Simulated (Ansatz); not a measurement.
## Response to strain in CdS

Start from CdS in the wurtzite structure (space group P6_3mc, No. 186; a = 4.1966 Å, c = 6.8302 Å). Axes: x lies along a and z along c of the hexagonal cell.

Strains are applied to the cell and any free atomic positions relax; under biaxial strain the out-of-plane vector relaxes too.

All numbers come from DFT with PBE, PAW potentials and a 420 eV plane-wave cutoff in Ansatz (an electronic-structure program), without spin-orbit coupling, earlier PAW set.

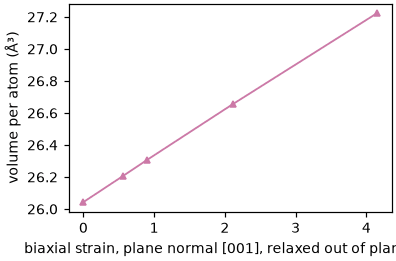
Fig. 1. Volume per atom against biaxial strain, plane normal [001], relaxed out of plane

| biaxial strain, plane normal [001], relaxed out of plane (%) | volume per atom |
|---|---|
| 0.56 | 26.21 Å³ |
| 0.9 | 26.31 Å³ |
| 2.11 | 26.65 Å³ |
| 4.15 | 27.22 Å³ |

No phonon test of stability was made.
